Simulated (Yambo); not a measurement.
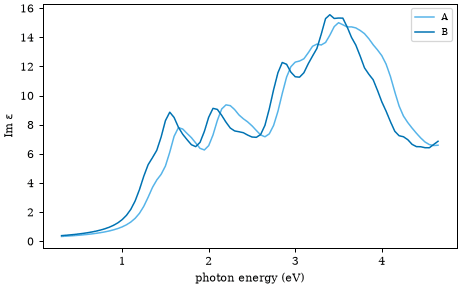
*Two computed absorption spectra of Ca$_{2}$Ge (anti-fluorite, space group Fm-3m, No. 225) under isotropic strain of +1 % on all lattice vectors (Yambo, PBEsol bands with the same scissor, field along x)*

Question: Which curve includes the electron-hole attraction (BSE)?

Answer: Curve B: the attraction moves weight to lower energy (centre of the plotted range 3.0 eV against 3.1 eV). Settings: 8×8×8 mesh, 3 valence and 6 conduction bands, static screening with 49 bands and a 4 Ry block, scissor 0.84 eV, Tamm-Dancoff. The scissor comes from a G0W0 run whose convergence isn't established. Broadening 0.15 eV. The band window holds all transitions up to 4.7 eV. On this mesh the peak heights and the fine structure are mesh artefacts; only the shift of weight is robust.

The standard potential for Ge keeps a d shell in the valence without the s and p states of that shell. In tests on such compounds this moved G0W0 gaps by up to about 0.9 eV, so absolute quasiparticle energies here are unreliable; differences between settings are what counts.

Spin-orbit coupling is not included.

Geometry strained from the cell relaxed with PBEsol, atoms relaxed again; primitive cell a = b = c = 5.0795 Å, α = β = γ = 60.00°.

The structure is a Materials Project entry; no match was found in the copy of COD used, and its stability was not checked.
